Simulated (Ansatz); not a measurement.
**What a change does: single-point calculation on CH₅GeNO**

System: CH₅GeNO, SMILES O=C[NH][GeH3].
Method of run 1: RKS SPW92 (LDA)/def2-TZVPP (Ansatz 0.2.0).

The geometry comes from this level: PBE0-D4/def2-TZVP. Text and figures count atoms from 1; the logs count them from 0 in places.

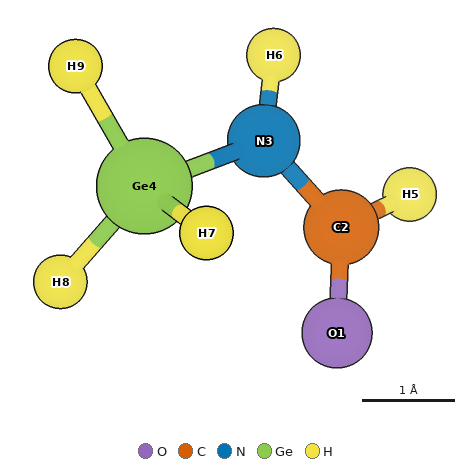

Figure 1. The input geometry (ball-and-stick view, seen at a tilt; atoms are numbered from 1 in the order of the input). Sticks mark near contacts.

**Input, run 1**
```yaml
crystal:
  periodic: [false, false, false]
  atoms:
    - {symbol: O, position_ang: [0.520751, 0.416651, -1.869897]}
    - {symbol: C, position_ang: [1.124216, 0.583598, -0.832296]}
    - {symbol: N, position_ang: [0.627771, 0.236067, 0.372985]}
    - {symbol: Ge, position_ang: [-1.070299, -0.538719, 0.439853]}
    - {symbol: H, position_ang: [2.132965, 1.036548, -0.801112]}
    - {symbol: H, position_ang: [1.195195, 0.409609, 1.186701]}
    - {symbol: H, position_ang: [-1.056548, -1.851736, -0.344879]}
    - {symbol: H, position_ang: [-2.098524, 0.452235, -0.108595]}
    - {symbol: H, position_ang: [-1.287228, -0.790553, 1.940139]}
basis:
  gaussian: {orbitals: def2-TZVPP}
hamiltonian: {xc: lda}
output: {orbitals: {seedname: orbitals}}
```

Hardware: 4 CPU threads, shared host.

**Output (run 1)**
```
Functional definition: SPW92
  exchange = slater_x
  correlation = pw_c
1139 factors; their error is unknown
mean field evaluation 1: about -61042.8371 eV, gradient 7.7e1 eV
mean field evaluation 2: about -60983.4519 eV, gradient 1.8e2 eV
mean field evaluation 4: about -61051.0052 eV, gradient 3.3e1 eV
mean field evaluation 8: about -61053.0289 eV, gradient 2.3e-1 eV
mean field evaluation 16: about -61053.0071 eV, gradient 1.4e-4 eV
mean field -61053.00708825 eV, -2243.6566272787 hartree, gradient 2.4e-5 eV, S^2 0.000000; 0 other end points of the search recorded, 0 dependent functions left out
reference -61053.00712544 eV, -2243.6566286453 hartree; 29, 29 occupied and 182, 182 virtual orbitals, 1139 factors
Total energy: -61053.00712544 eV, -2243.6566286453 hartree
```

Run 2 used a changed input.

**The two runs side by side**

| quantity | run 1 | run 2 |
| --- | --- | --- |
| outcome | converged | converged |
| total energy (hartree) | −2243.656629 | −2247.933344 |
| HOMO (eV) | −6.22 | −10.13 |
| LUMO (eV) | −1.04 | 2.38 |
| basis functions | 211 | 211 |
| wall time (shared host) | 2 s | 12 s |

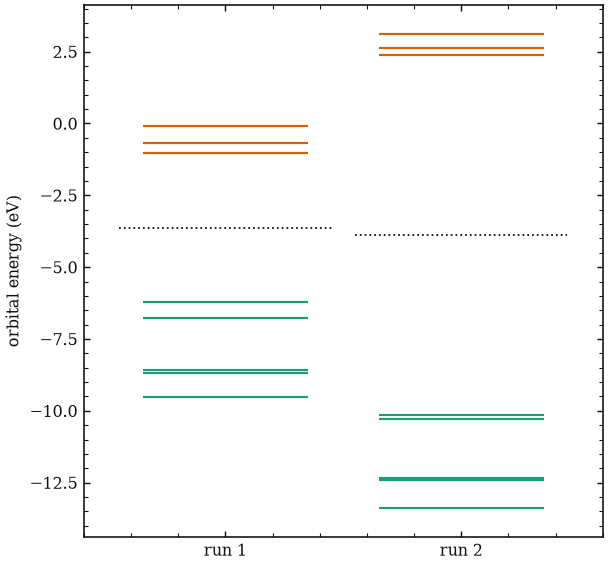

Figure 2. The five highest filled and three lowest empty orbital energies of the two runs; the dotted lines part filled from empty levels. The HOMO–LUMO gap is 5.17 eV in run 1 and 12.51 eV in run 2.

What was changed in the input?

The change (lines with − go, lines with + come):
```diff
-hamiltonian: {xc: lda}
+hamiltonian: {xc: {name: wB97X-V}}
```

The total energies belong to different methods, so their difference says nothing on which is more stable or more accurate. The HOMO goes from −6.22 to −10.13 eV. The LUMO goes from −1.04 to 2.38 eV.

**Output (run 2)**
```
Functional definition: wB97X-V
  parameter omega = 0.3/bohr
  parameter cx = 0.167
  parameter cx1 = 0.603
  parameter cx2 = 1.194
  parameter css0 = 0.556
  parameter css1 = -0.257
  parameter cos0 = 1.219
  parameter cos1 = -1.850
  parameter b = 6.0
  parameter c = 0.01
  exchange = spin_sum(e_x_unif_sr(omega)*poly(b97_u_x, 1 - cx, cx1, cx2)) + cx*exact_x_sr(omega) + exact_x_lr(omega)
  correlation = spin_sum(e_c_pw_same_spin*poly(b97_u_same, css0, css1))
      + integral(e_c_pw_opposite_spin*poly(b97_u_opposite, cos0, cos1)) + vv10(b, c)
1170 factors; their error is unknown
262 factors; integrals over basis functions are off by at most 7.9e-6 eV
mean field evaluation 1: about -61164.1797 eV, gradient 5.5e1 eV
mean field evaluation 2: about -61163.5546 eV, gradient 6.1e1 eV
mean field evaluation 4: about -61169.1748 eV, gradient 3.5e0 eV
mean field evaluation 8: about -61169.2019 eV, gradient 5.5e-2 eV
mean field evaluation 16: about -61169.3825 eV, gradient 3.9e-5 eV
mean field -61169.38249143 eV, -2247.9333444633 hartree, gradient 3.9e-5 eV, S^2 0.000000; 0 other end points of the search recorded, 0 dependent functions left out
reference -61169.38248957 eV, -2247.9333443951 hartree; 29, 29 occupied and 182, 182 virtual orbitals, 1170 factors
Total energy: -61169.38248957 eV, -2247.9333443951 hartree
```
